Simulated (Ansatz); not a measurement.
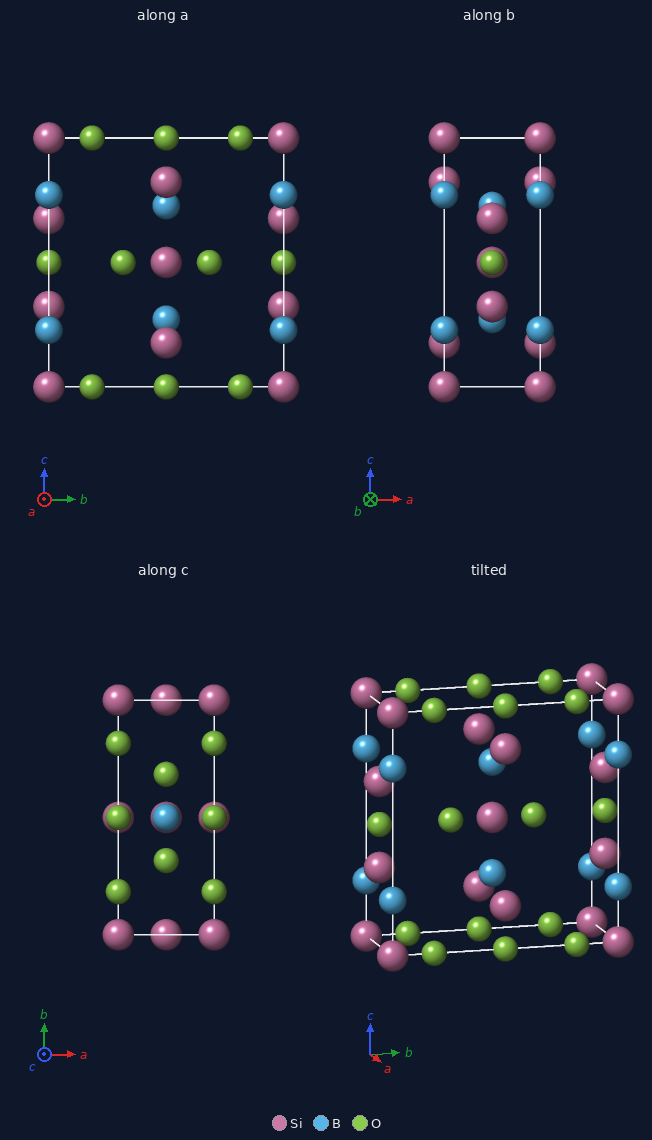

We look at a spheres-only model of the crystal along the a axis, along the b axis, along the c axis and slightly off an axis. The parallelepiped is the conventional unit cell.

Lattice parameters: a = 3.5102 Å, b = 8.5989 Å, c = 9.1212 Å, α = 90.000°, β = 90.000°, γ = 90.000°.

Q: Write down what is shown as a CIF in P1 with every atom of the cell, with free fractional coordinates to two decimals.

A:
```cif
data_structure
_symmetry_space_group_name_H-M 'P 1'
_symmetry_Int_Tables_number 1
_cell_length_a 3.5102
_cell_length_b 8.5989
_cell_length_c 9.1212
_cell_angle_alpha 90.000
_cell_angle_beta 90.000
_cell_angle_gamma 90.000
_cell_volume 275.32
loop_
_atom_site_label
_atom_site_type_symbol
_atom_site_fract_x
_atom_site_fract_y
_atom_site_fract_z
_atom_site_occupancy
Si1 Si 0.00 0.50 0.18 1
Si2 Si 0.00 0.50 0.82 1
Si3 Si 0.50 0.50 0.50 1
B1 B 0.50 0.50 0.73 1
B2 B 0.50 0.50 0.27 1
O1 O 0.00 0.50 0.00 1
O2 O 0.50 0.32 0.50 1
O3 O 0.50 0.68 0.50 1
Si4 Si 0.50 0.00 0.68 1
Si5 Si 0.50 0.00 0.32 1
Si6 Si 0.00 0.00 0.00 1
B3 B 0.00 0.00 0.23 1
B4 B 0.00 0.00 0.77 1
O4 O 0.50 0.00 0.50 1
O5 O 0.00 0.82 0.00 1
O6 O 0.00 0.18 0.00 1
```

The cell started as a random cell made by a generator, so it need not be a real form of the compound. Earlier steps of the study, as a rule a relaxation of our own, may have changed the cell and positions, so they can lie some per cent off the listed ones. It was run through Ansatz as a DFT input.
